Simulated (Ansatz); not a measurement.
# SbIrO4, from a guessed structure to a relaxed one

This structure for SbIrO4 is made up. Its elements were placed in a known structure type with a cell scaled to their sizes. What cell does the guess relax to, and how far off was it?

Main program and level: Ansatz 0.2.0; DFT, PBEsol, plane-wave PAW, files of the set soft_1, scalar-relativistic, no spin, cell and ions relaxed at zero pressure; PAW set soft_1, in the first sound run; inputs show where later runs differ.

## 1. Set-up

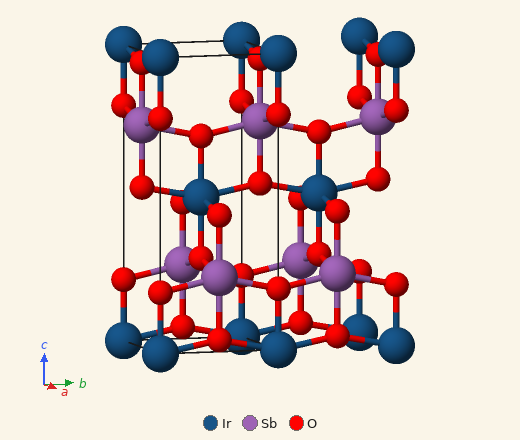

The starting structure, seen slightly off an axis (iridium blue, antimony purple, oxygen red). 1×2×1 cells are drawn. This picture shows the conventional cell, with its axes. Some periodic images of atoms are drawn too.

## 2. Relaxation of the guess

The guessed cell has no reason to be at equilibrium. It is relaxed with the atoms, within the space group of the guess.

input.yaml

```yaml
crystal:
  lattice:
    - [-1.949, 1.949, 4.701]
    - [1.949, -1.949, 4.701]
    - [1.949, 1.949, -4.701]
  atoms:
    - { symbol: Ir, position: [0.0, 0.0, 0.0] }
    - { symbol: Sb, position: [0.75, 0.25, 0.5] }
    - { symbol: O, position: [0.7939, 0.7939, 0.0] }
    - { symbol: O, position: [0.9604, 0.4604, 0.5] }
    - { symbol: O, position: [0.2061, 0.2061, 0.0] }
    - { symbol: O, position: [0.5396, 0.0396, 0.5] }
kpoints:
  mp_grid: { grid: [10, 10, 10] }
scf:
  occupations: { method: fermi_dirac, width: 0.05 }
hamiltonian:
  xc: pbesol
  pseudopotentials: { kind: paw, azcp: { folder: soft_1 }, xc_functional: pbe }
relax:
  f_tol: 0.015
  max_steps: 70
  cell: {}
output:
  forces: true
  stress: true
```

On the command line:

```console
> ansatz run input.yaml --threads 4 --pin off --max-ram 10240MiB --backend cpu --events-out ev --progress --plain --runs-dir out
```

Numbers of over 12 decimals in the logs are rounded to 6 here.

Output:

```text
Engine: ansatz 0.2.0, aarch64-unknown-linux-gnu
Pseudopotentials: kind: paw
Pseudopotential: Ir, paw, valence charge 17, recommended cutoff 420 eV (normal), soft_1/Ir.paw.azcp
Pseudopotential: Sb, paw, valence charge 15, recommended cutoff 420 eV (normal), soft_1/Sb.paw.azcp
Pseudopotential: O, paw, valence charge 6, recommended cutoff 420 eV (normal), soft_1/O.paw.azcp
Functional definition: PBEsol
  exchange = pbesol_x
  correlation = pbesol_c
Crystal: 6 atoms, lattice volume = 71.429 Å³
Basis set: ecut = 420 eV, 1379 PW (Γ), exchange–correlation on 80×80×80 points (8 copies of the dense FFT grid, shifted against one another)
Bands: 34, of which v1, the nominal top of the filled ones, is band 28 counted from 1 (27 counted from 0)
Symmetry: 8 space group operations
Space group: I-4m2 (ITA 119), of the structure as read, at distance tolerance 4.1e-5 Å
k-points: 102 of 1000 (time reversal used)
Non-local potential: Ir, projectors of the file, l = 0: 3, l = 1: 2, l = 2: 2, l = 3: 1
Non-local potential: Sb, projectors of the file, l = 0: 2, l = 1: 2, l = 2: 2, l = 3: 1
Non-local potential: O, projectors of the file, l = 0: 2, l = 1: 2, l = 2: 1
PAW form: soft (Blöchl's): semilocal exchange-correlation on the pseudo side does not see the compensation charge
PAW frozen core: Ir, regenerated for the run's functional, and the local potential with it (the file was generated under x = pbe(κ = 0.804, μ = 0.219515), c = pbe(β = 0.066725))
PAW frozen core: Sb, regenerated for the run's functional, and the local potential with it (the file was generated under x = pbe(κ = 0.804, μ = 0.219515), c = pbe(β = 0.066725))
PAW frozen core: O, regenerated for the run's functional, and the local potential with it (the file was generated under x = pbe(κ = 0.804, μ = 0.219515), c = pbe(β = 0.066725))
PAW one-centre angular grid: Ir, 590 points (default); XC on 64 Gauss nodes
PAW one-centre angular grid: Sb, 590 points (default); XC on 64 Gauss nodes
PAW one-centre angular grid: O, 110 points (default); XC on 64 Gauss nodes
Initial density: superposition of atomic densities (chi_scale 0.1, normalization cell, long waves kept (reshape's long-wave potential 0.01 eV rms))
Initial wavefunctions: pseudopotential atomic-orbital guess
Functional: x = pbesol(κ = 0.804, μ = 0.123457), c = pbesol(β = 0.046)
SCF iter   1: F=—  HF=-20447.997567 eV  |F-HF|=—  |Δ(HF+E_count)|=         —  Δρ=9.58e-2  dr2=4.98e0  ethr=3.10e-3  ⟨swp⟩=6.1  Hψ=15718  notcnv=0  defer=5
preconditioner: auto → LDOS  [metal: Δε(μ)=0.012 eV  Ē_g=17.738 eV  σ=0.050 eV  W_gap=0.06  n_scr=22 (ndim 8)  ℏωp=30.4 eV  f_vac=0.057  D(μ)=0.78/eV (n_scr^D=2)  β→1.0]
SCF iter   2: F=—  HF=-20447.698408 eV  |F-HF|=—  |Δ(HF+E_count)|=   2.99e-1  Δρ=5.99e-2  dr2=3.22e0  ethr=3.10e-3  ⟨swp⟩=3.0  Hψ=8151  notcnv=0  defer=106
SCF iter   3: F=—  HF=-20446.910783 eV  |F-HF|=—  |Δ(HF+E_count)|=   7.88e-1  Δρ=1.14e-2  dr2=1.34e-1  ethr=3.10e-3  ⟨swp⟩=2.6  Hψ=7655  notcnv=0  defer=100
SCF iter   4: F=—  HF=-20446.883034 eV  |F-HF|=—  |Δ(HF+E_count)|=   2.77e-2  Δρ=3.42e-3  dr2=7.44e-3  ethr=2.39e-4  ⟨swp⟩=2.5  Hψ=5608  notcnv=0  defer=101
SCF iter   5: F=—  HF=-20446.881267 eV  |F-HF|=—  |Δ(HF+E_count)|=   1.77e-3  Δρ=1.04e-3  dr2=5.89e-4  ethr=1.33e-5  ⟨swp⟩=2.1  Hψ=5310  notcnv=0  defer=101
SCF iter   6: F=—  HF=-20446.881187 eV  |F-HF|=—  |Δ(HF+E_count)|=   7.99e-5  Δρ=4.64e-4  dr2=9.78e-5  ethr=1.05e-6  ⟨swp⟩=2.0  Hψ=5188  notcnv=0  defer=101
SCF iter   7: F=—  HF=-20446.881170 eV  |F-HF|=—  |Δ(HF+E_count)|=   1.70e-5  Δρ=5.58e-5  dr2=1.71e-6  ethr=1.75e-7  ⟨swp⟩=2.0  Hψ=5069  notcnv=0  defer=101
SCF iter   8: F=-20446.881170 eV  HF=-20446.881170 eV  |F-HF|=7.87e-9  |Δ(HF+E_count)|=   1.84e-8  Δρ=1.35e-5  dr2=5.44e-8  ethr=1.79e-10  ⟨swp⟩=4.0  Hψ=16202  notcnv=0
SCF 1 converged in 8 iterations: F = -20446.881170 eV  dr2 = 5.44e-8
  greatest PAW one-centre occupation: 1.000 electrons in one spin orbital (limit 2), on the Ir atom at site 0 (counted from 0), in its partial waves of l = 0
relax step   1: F+E_penalty+E_count = -20446.88116999 eV  Δ(F+E_penalty+E_count) = +0.000e0 eV  max|allowed force component| = 1.350e0 eV/Å  Δτ_max = 0.0000 Å  P = +22.114 GPa  Ω = 71.429 Å³  (8 SCF iters, dr2 threshold 1.00e-7 eV, accepted)
Crystal: 6 atoms, lattice volume = 76.720 Å³
Basis set: ecut = 420 eV, 1493 PW (Γ), exchange–correlation on 80×80×80 points (8 copies of the dense FFT grid, shifted against one another)
Initial density: handed on by an earlier stage of this run
Initial wavefunctions: those handed on with the density
iter 1 solved again at ethr=3.53e-4 eV; its pass at ethr=3.10e-3 eV (dr2=1.98e-1 eV) is discarded
SCF iter   1: F=—  HF=-20447.352393 eV  |F-HF|=—  |Δ(HF+E_count)|=         —  Δρ=1.52e-2  dr2=1.98e-1  ethr=3.53e-4  ⟨swp⟩=1.1  Hψ=16702  notcnv=0
preconditioner: auto → LDOS  [metal: Δε(μ)=0.009 eV  Ē_g=16.873 eV  σ=0.050 eV  W_gap=0.04  n_scr=30 (ndim 8)  ℏωp=29.4 eV  f_vac=0.151  D(μ)=1.65/eV (n_scr^D=10)  β→1.0]
SCF iter   2: F=—  HF=-20447.325405 eV  |F-HF|=—  |Δ(HF+E_count)|=   2.70e-2  Δρ=1.10e-2  dr2=5.67e-2  ethr=3.53e-4  ⟨swp⟩=2.8  Hψ=6128  notcnv=0
SCF iter   3: F=—  HF=-20447.307682 eV  |F-HF|=—  |Δ(HF+E_count)|=   1.77e-2  Δρ=2.43e-3  dr2=3.37e-3  ethr=1.01e-4  ⟨swp⟩=2.0  Hψ=6006  notcnv=0
SCF iter   4: F=—  HF=-20447.306941 eV  |F-HF|=—  |Δ(HF+E_count)|=   7.41e-4  Δρ=8.06e-4  dr2=5.73e-4  ethr=6.02e-6  ⟨swp⟩=2.0  Hψ=5143  notcnv=0
SCF iter   5: F=—  HF=-20447.306856 eV  |F-HF|=—  |Δ(HF+E_count)|=   8.50e-5  Δρ=3.06e-4  dr2=4.70e-5  ethr=1.02e-6  ⟨swp⟩=2.0  Hψ=3773  notcnv=0
SCF iter   6: F=—  HF=-20447.306850 eV  |F-HF|=—  |Δ(HF+E_count)|=   6.83e-6  Δρ=6.07e-5  dr2=2.98e-6  ethr=8.39e-8  ⟨swp⟩=2.6  Hψ=5120  notcnv=0
SCF iter   7: F=-20447.306849 eV  HF=-20447.306849 eV  |F-HF|=1.86e-9  |Δ(HF+E_count)|=   4.88e-7  Δρ=8.28e-6  dr2=2.73e-8  ethr=1.07e-9  ⟨swp⟩=5.0  Hψ=12938  notcnv=0
SCF 2 converged in 7 iterations: F = -20447.306849 eV  dr2 = 2.73e-8
relax step   2: F+E_penalty+E_count = -20447.30684914 eV  Δ(F+E_penalty+E_count) = -4.257e-1 eV  max|allowed force component| = 4.728e-1 eV/Å  Δτ_max = 0.0178 Å  P = +2.899 GPa  Ω = 76.720 Å³  energy of the carried Pulay correction = -1.448e-2 eV  (7 SCF iters, dr2 threshold 6.00e-7 eV, accepted)
Crystal: 6 atoms, lattice volume = 77.580 Å³
Basis set: ecut = 420 eV, 1509 PW (Γ), exchange–correlation on 80×80×80 points (8 copies of the dense FFT grid, shifted against one another)
iter 1 solved again at ethr=2.53e-5 eV; its pass at ethr=3.10e-3 eV (dr2=1.41e-2 eV) is discarded
SCF iter   1: F=—  HF=-20447.327989 eV  |F-HF|=—  |Δ(HF+E_count)|=         —  Δρ=3.87e-3  dr2=1.42e-2  ethr=2.53e-5  ⟨swp⟩=1.1  Hψ=16086  notcnv=0
preconditioner: auto → LDOS  [metal: Δε(μ)=0.007 eV  Ē_g=16.727 eV  σ=0.050 eV  W_gap=0.04  n_scr=30 (ndim 8)  ℏωp=29.2 eV  f_vac=0.140  D(μ)=1.70/eV (n_scr^D=10)  β→1.0]
SCF iter   2: F=—  HF=-20447.325902 eV  |F-HF|=—  |Δ(HF+E_count)|=   2.09e-3  Δρ=1.76e-3  dr2=1.42e-3  ethr=2.53e-5  ⟨swp⟩=2.0  Hψ=5319  notcnv=0
SCF iter   3: F=—  HF=-20447.325552 eV  |F-HF|=—  |Δ(HF+E_count)|=   3.51e-4  Δρ=5.94e-4  dr2=3.48e-4  ethr=2.54e-6  ⟨swp⟩=2.0  Hψ=6258  notcnv=0
SCF iter   4: F=—  HF=-20447.325483 eV  |F-HF|=—  |Δ(HF+E_count)|=   6.85e-5  Δρ=2.21e-4  dr2=4.79e-5  ethr=6.21e-7  ⟨swp⟩=2.5  Hψ=5019  notcnv=0
SCF iter   5: F=—  HF=-20447.325476 eV  |F-HF|=—  |Δ(HF+E_count)|=   6.85e-6  Δρ=1.08e-4  dr2=6.53e-6  ethr=8.55e-8  ⟨swp⟩=2.8  Hψ=5887  notcnv=0
SCF iter   6: F=-20447.325475 eV  HF=-20447.325475 eV  |F-HF|=8.02e-8  |Δ(HF+E_count)|=   1.66e-6  Δρ=1.12e-5  dr2=1.05e-7  ethr=1.07e-9  ⟨swp⟩=3.9  Hψ=14891  notcnv=0
SCF 3 converged in 6 iterations: F = -20447.325475 eV  dr2 = 1.05e-7
relax step   3: F+E_penalty+E_count = -20447.32547464 eV  Δ(F+E_penalty+E_count) = -1.863e-2 eV  max|allowed force component| = 1.625e-1 eV/Å  Δτ_max = 0.0159 Å  P = +0.437 GPa  Ω = 77.580 Å³  energy of the carried Pulay correction = -1.674e-2 eV  (6 SCF iters, dr2 threshold 6.00e-7 eV, accepted)
[...]
relax step   4: F+E_penalty+E_count = -20447.32647815 eV  Δ(F+E_penalty+E_count) = -1.004e-3 eV  max|allowed force component| = 2.029e-1 eV/Å  Δτ_max = 0.0161 Å  P = -0.461 GPa  Ω = 78.198 Å³  energy of the carried Pulay correction = -1.834e-2 eV  (6 SCF iters, dr2 threshold 6.00e-7 eV, accepted)
[...]
relax step   5: F+E_penalty+E_count = -20447.33002840 eV  Δ(F+E_penalty+E_count) = -3.550e-3 eV  max|allowed force component| = 3.231e-2 eV/Å  Δτ_max = 0.0116 Å  P = -0.292 GPa  Ω = 78.111 Å³  energy of the carried Pulay correction = -1.812e-2 eV  (6 SCF iters, dr2 threshold 6.00e-7 eV, accepted)
[...]
relax step   6: F+E_penalty+E_count = -20447.33050452 eV  Δ(F+E_penalty+E_count) = -4.761e-4 eV  max|allowed force component| = 2.527e-3 eV/Å  Δτ_max = 0.0036 Å  P = +0.002 GPa  Ω = 78.043 Å³  energy of the carried Pulay correction = -1.794e-2 eV  (5 SCF iters, dr2 threshold 3.21e-7 eV, accepted)
[...]
relax step   7: F+E_penalty+E_count = -20447.36007267 eV  Δ(F+E_penalty+E_count) = -2.957e-2 eV  max|allowed force component| = 2.346e-3 eV/Å  Δτ_max = 0.0000 Å  P = +0.617 GPa  Ω = 78.043 Å³  stress off target by 6.41e-1 GPa  SCF on the basis re-selected at this cell (its energy is not comparable with the rows above)  (8 SCF iters)
[...]
relax step   8: F+E_penalty+E_count = -20447.35989252 eV  Δ(F+E_penalty+E_count) = +1.802e-4 eV  max|allowed force component| = 9.969e-3 eV/Å  Δτ_max = 0.0049 Å  P = +0.023 GPa  Ω = 78.370 Å³  energy of the carried Pulay correction = -8.368e-4 eV  (5 SCF iters, dr2 threshold 6.00e-7 eV, accepted)
[...]
relax step   9: F+E_penalty+E_count = -20447.35988551 eV  Δ(F+E_penalty+E_count) = +7.013e-6 eV  max|allowed force component| = 2.807e-4 eV/Å  Δτ_max = 0.0003 Å  P = +0.002 GPa  Ω = 78.379 Å³  energy of the carried Pulay correction = -8.546e-4 eV  (3 SCF iters, dr2 threshold 3.91e-8 eV, accepted)
iter 1 solved again at ethr=2.86e-8 eV; its pass at ethr=3.10e-3 eV (dr2=1.60e-5 eV) is discarded
SCF iter   1: F=—  HF=-20447.360766 eV  |F-HF|=—  |Δ(HF+E_count)|=         —  Δρ=5.47e-5  dr2=1.74e-7  ethr=2.86e-8  ⟨swp⟩=4.0  Hψ=27410  notcnv=0
SCF iter   2: F=—  HF=-20447.360796 eV  |F-HF|=—  |Δ(HF+E_count)|=   3.00e-5  Δρ=9.81e-6  dr2=4.29e-8  ethr=3.10e-10  ⟨swp⟩=2.0  Hψ=5425  notcnv=0
SCF iter   3: F=—  HF=-20447.360796 eV  |F-HF|=—  |Δ(HF+E_count)|=   1.45e-8  Δρ=3.69e-6  dr2=7.07e-9  ethr=7.66e-11  ⟨swp⟩=2.0  Hψ=5380  notcnv=0
SCF iter   4: F=—  HF=-20447.360796 eV  |F-HF|=—  |Δ(HF+E_count)|=   3.29e-9  Δρ=8.34e-7  dr2=3.33e-10  ethr=1.26e-11  ⟨swp⟩=2.0  Hψ=4701  notcnv=0
SCF iter   5: F=-20447.360796 eV  HF=-20447.360796 eV  |F-HF|=3.64e-12  |Δ(HF+E_count)|=  1.35e-10  Δρ=1.37e-7  dr2=1.13e-11  ethr=1.00e-12  ⟨swp⟩=5.0  Hψ=13221  notcnv=0
SCF 10 converged in 5 iterations: F = -20447.360796 eV  dr2 = 1.13e-11
relax step  10: F+E_penalty+E_count = -20447.36079580 eV  Δ(F+E_penalty+E_count) = -9.103e-4 eV  max|allowed force component| = 1.111e-4 eV/Å  Δτ_max = 0.0000 Å  P = +0.007 GPa  Ω = 78.379 Å³  stress off target by 1.11e-2 GPa  SCF on the basis re-selected at this cell (its energy is not comparable with the rows above)  (5 SCF iters)
basis re-selected at this cell: Δ(F+E_penalty+E_count) = -9.103e-4 eV, ΔP = +0.006 GPa vs the last step (what re-selecting the basis moved, of the pressure what is left beyond the Pulay correction that the steps carried, after the strain that the cell walked since its last selection, with what the two solves' SCF thresholds leave and, on support functions, any second-order correction that the steps lacked; it is no m [...]
SCF converged after 5 iterations
Free energy (F): -20447.360796 eV
Harris-Foulkes:  -20447.360796 eV  (|F-HF|=3.64e-12)
Internal energy: -20447.347549 eV  (E = F + TS)
E sigma→0 (E₀):  -20447.354172 eV
Entropy (-TS):   -0.013247 eV (-2.208 meV/atom)
Fermi energy:    10.887105 eV
--- Per-component energies (eV) ---
  E_band       = -488.685508
  E_kinetic    = 1374.449410
  E_local      = -5195.432160  (includes V_loc(G=0)·N_el)
  E_nonlocal   = 798.190088
  E_hartree    = 2026.355263
  E_xc         = -606.756638
  E_vxc        = -705.918215  (∫ρ·V_xc dr)
  E_paw        = -14225.896864  (= ΣΔE_a)
  E_vpaw       = -812.688940  (= ΣTr[D̂ρ^β])
  E_aug_tail   = 0.003768  (compensation charges beyond the density's cutoff)
  E_ewald      = -4618.998772
  E_core_change = 0.738355  (= ΣΔE_core)
  E_smearing   = -0.013247  (= −TS)
  E_closure    = 0.000000  (closes the sum)
  Σ components = -20447.360796   (vs F -20447.360796, Δ=0.00e0)
--- Forces (eV/Å), atoms counted from 1 ---
  atom   1  Ir    -0.00000000     0.00000000     0.00000000
  atom   2  Sb     0.00000000     0.00000000     0.00000000
  atom   3  O     -0.00000000     0.00000000     0.00009526
  atom   4  O     -0.00000000     0.00000000     0.00011112
  atom   5  O      0.00000000    -0.00000000    -0.00009526
  atom   6  O      0.00000000     0.00000000    -0.00011112
  max |Σ_I F_I| component: 6.09e-17 eV/Å
--- Stress (GPa, compression-positive) ---
        0.005472       0.000000       0.000000
        0.000000       0.005472       0.000000
        0.000000       0.000000       0.011090
  P = ⅓ Tr σ = 0.0073 GPa (0.073 kbar)
--- Relaxed structure (8 steps of the walk, 8 accepted, 2 SCFs on fresh bases) ---
  F+E_penalty+E_count = -20447.36079580 eV   max|allowed force component| = 1.111e-4 eV/Å   (the final SCF, on the basis selected at the relaxed cell)
  cell:  # Å, volume = 78.3788 Å³
    - [-2.002304, 2.002304, 4.887404]
    - [2.002304, -2.002304, 4.887404]
    - [2.002304, 2.002304, -4.887404]
  atoms:
    - { symbol: Ir, position: [0, 0, 0] }
    - { symbol: Sb, position: [0.750000, 0.250000, 0.500000] }
    - { symbol: O, position: [0.795245, 0.795245, 0] }
    - { symbol: O, position: [0.964584, 0.464584, 0.5] }
    - { symbol: O, position: [0.204755, 0.204755, 0] }
    - { symbol: O, position: [0.535416, 0.035416, 0.5] }
```

The job ended after 63 s (4 threads of Arm Neoverse V1, shared host; peak memory 0.54 GiB).

This run has no spin polarisation, although Ir can carry a moment.

Relaxation path:

```csv
step,energy less that of the first step (eV),largest force component (eV/Å),pressure (GPa),volume (Å³)
1,0.0000,1.3498,22.11,71.43
2,-0.4257,0.4728,2.90,76.72
3,-0.4443,0.1625,0.44,77.58
4,-0.4453,0.2029,-0.46,78.20
5,-0.4489,0.0323,-0.29,78.11
6,-0.4493,0.0025,0.00,78.04
7*,-0.4789,0.0023,0.62,78.04
8,-0.4787,0.0100,0.02,78.37
9,-0.4787,0.0003,0.00,78.38
10*,-0.4796,0.0001,0.01,78.38
```

Relaxation steps marked * repeat the geometry before them on a plane-wave basis chosen anew for their cell, so energy and pressure can jump there.

The run keeps the 8 symmetry operations that it works with, so distortions that break them were not tested.

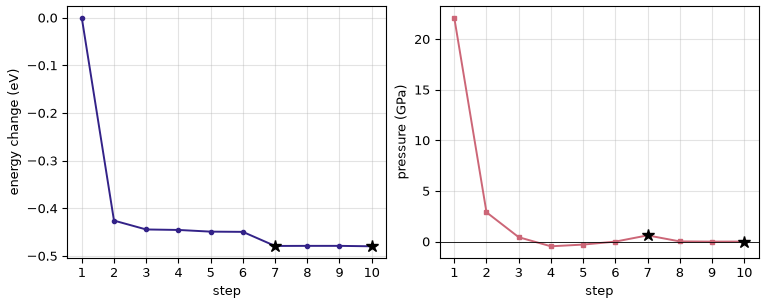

Energy and pressure along the relaxation. Stars mark steps on a basis chosen anew.

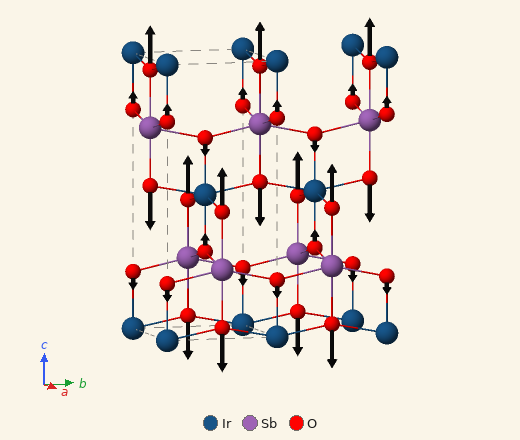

Displacements in the relaxation, exaggerated, measured against the changing cell; the longest in the cell stands for 0.04 Å. 1×2×1 conventional cells are drawn. Some periodic images of atoms are drawn too.

```csv
"conventional cell, symmetrised",before,after,change
a (Å),3.898,4.005,+2.7 %
b (Å),3.898,4.005,+2.7 %
c (Å),9.402,9.775,+4.0 %
volume (Å³/atom),11.90,13.06,+9.7 %
```

The atoms that moved most (Å, as changes of fractional coordinates times the final cell):

```csv
atom,dx,dy,dz,length
O4,0.000,0.000,0.041,0.041
O6,0.000,0.000,-0.041,0.041
O3,0.000,0.000,0.013,0.013
O5,0.000,0.000,-0.013,0.013
```

The relaxed structure:

```xyz
6
Lattice="-2.0023 2.0023 4.8874 2.0023 -2.0023 4.8874 2.0023 2.0023 -4.8874" Properties=species:S:1:pos:R:3 pbc="T T T"
Ir    0.0000    0.0000    0.0000
Sb    0.0000    2.0023    2.4437
O     0.0000    0.0000    7.7734
O     0.0000    2.0023    4.5412
O     0.0000    0.0000    2.0014
O     0.0000    2.0023    0.3462
```

Numbers from this step:

| Quantity | Value |
| --- | --- |
| free energy | -20447.3608 eV |
| energy at zero smearing | -20447.3542 eV |
| smearing term TS | 0.01325 eV |
| Fermi energy | 10.89 eV |
| electrons | 56 |
| symmetry operations | 8 |
| pressure | 0.007345 GPa |

The shortest distance of each pair, which need not be the same contact before and after:

```csv
pair,guess (Å),relaxed (Å)
Ir–O,1.938,2.001
O–Sb,1.978,2.051
O–O,2.500,2.598
Ir–Sb,3.053,3.159
Ir–Ir,3.898,4.005
```

The relaxation ends with a largest force component of 1.1e-4 eV/Å and a pressure of 0.01 GPa.

(Part 1 of 2 ends here.)

[Logs are printed without paths, hosts, clocks, repeated set-up lines and the standing remarks that a program may print on its own settings, such as how far it seeks lower states.]

[Hosts, paths, dates, database ids (printed as entryN), source tags and the programs' standing remarks are cut or masked in the printed files.]
